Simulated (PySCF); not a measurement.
**CO, SMILES `[C-]#[O+]`: what the electrons do**

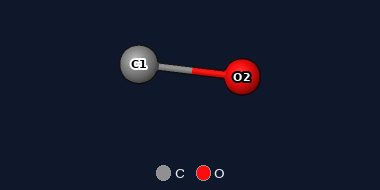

The molecule, with its atoms numbered as below. No frequency check shows the geometry to be a minimum.

Cartesian coordinates (Å):

```
C1       0.6442    0.0000    0.0000
O2      -0.4831    0.0000    0.0000
```

## 1. Bonding charge

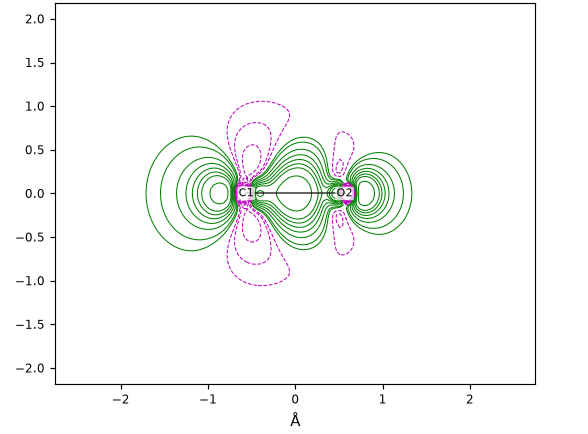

Deformation density (molecule less spherical, spin-averaged free atoms) in a plane that holds the bond; contours at ±0.05 to ±0.8 e/Å³; solid green lines: gain, dashed magenta lines: loss.

Level of theory: ωB97X/def2-SVP (PySCF), at a geometry from GFN2-xTB.

How much density has each bond in this plane gained at its critical point, relative to the free atoms?

Answer. C1–O2: +0.85 e/Å³ at the bond critical point (bond length 1.13 Å, Mayer order 2.5). In all, 0.5 electrons gather in the regions of gain relative to the promolecule.

## 2. Electrostatic potential

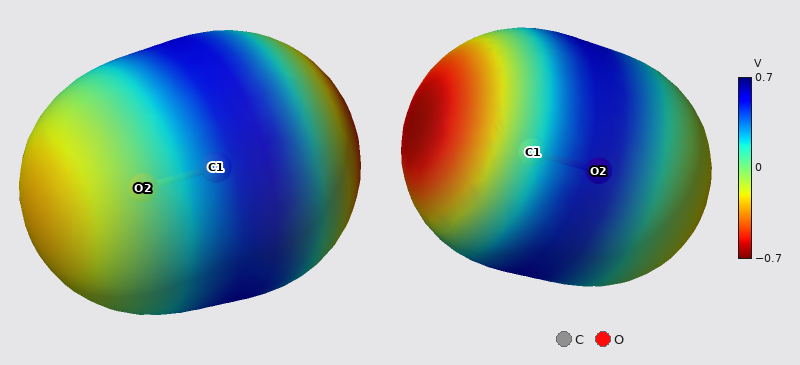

Electrostatic potential on the surface of electron density 0.001 a.u. (back view left, front view right).

Where are the extremes of the potential on the surface?

Answer. Highest: 0.55 V, off the C1–O2 bond (1.8 to 2.0 Å from its atoms), and at like points elsewhere. Lowest: −0.67 V, 2.0 Å from C1. Further minima include −0.31 V, 1.7 Å from O2. The surface is sampled at points, so like sites can differ by a few per cent and only the strongest of them is named.

What volume does the surface enclose, and what is the dipole moment?

Answer. About 38 Å³; the dipole moment is 0.2 D.

## 3. Removing or adding an electron

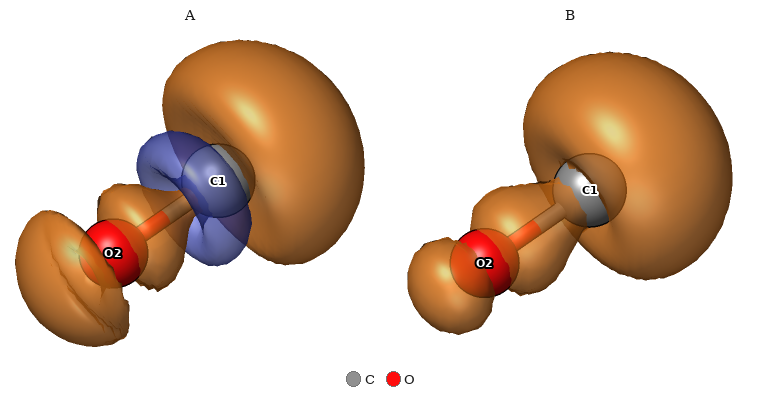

The Fukui function f⁻ from two separate SCF calculations and the density of the HOMO, at ±0.06 e/Å³ (orange positive, blue negative).

Method: PBE/6-31+G*; geometry: GFN2-xTB; program: PySCF.

Which panel is which, and how good is the frozen-orbital picture?

Answer. A is f⁻ (it has negative regions), B the HOMO density. The HOMO lies on C1 (84 %) and O2 (16 %); f⁻ (Hirshfeld-condensed) is largest on C1 (0.68); the vertical ionisation energy is 13.88 eV. Relaxation shifts 15 % of the electron between atoms. The orbital energy is −9.02 eV.

## 4. Localised orbitals

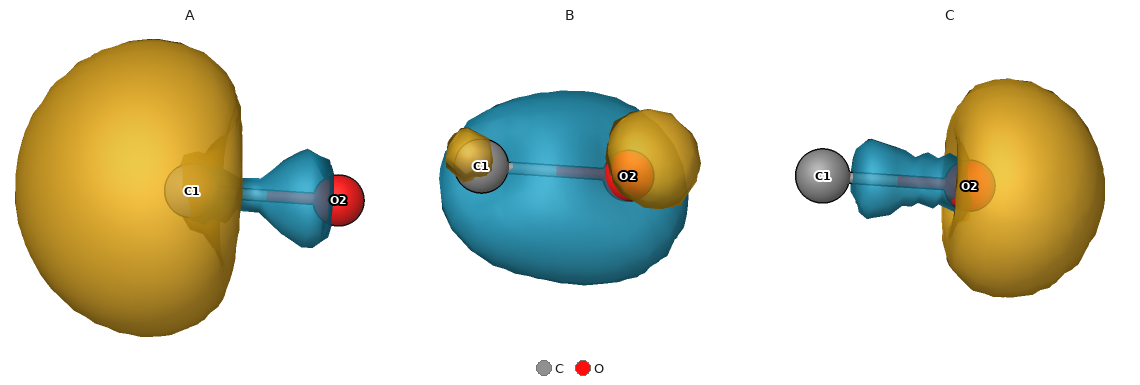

Localised orbitals, occupied; each surface holds about 80 % of the orbital's density. Energies are diagonal elements of the Fock matrix.

Computed with PySCF, B3LYP/6-31+G*, geometry: GFN2-xTB.

Identify each orbital.

Answer. By panel:
- A: lone pair on C1 (sp0.5-type) (C1 100 %; −11.1 eV)
- B: bent (banana) bond O2–C1 (O2 69 %, C1 31 %; −18.9 eV)
- C: lone pair on O2 (sp1-type) (O2 100 %; −17.1 eV)

Which localisation scheme gives orbitals like these: Pipek–Mezey, IBO or Foster–Boys?

Answer. Foster–Boys: it mixes σ and π into equivalent bent bonds, while the other two keep them apart.

Which has the smallest and which the largest spatial spread?

Answer. Smallest: C (0.66 Å); largest: A (0.90 Å).

The PySCF runs shown took 3.6 s, 14 s and 2.6 s on 1 thread of Intel(R) Xeon(R) Platinum 8175M CPU @ 2.50GHz (Skylake/Cascade Lake), on a shared host.
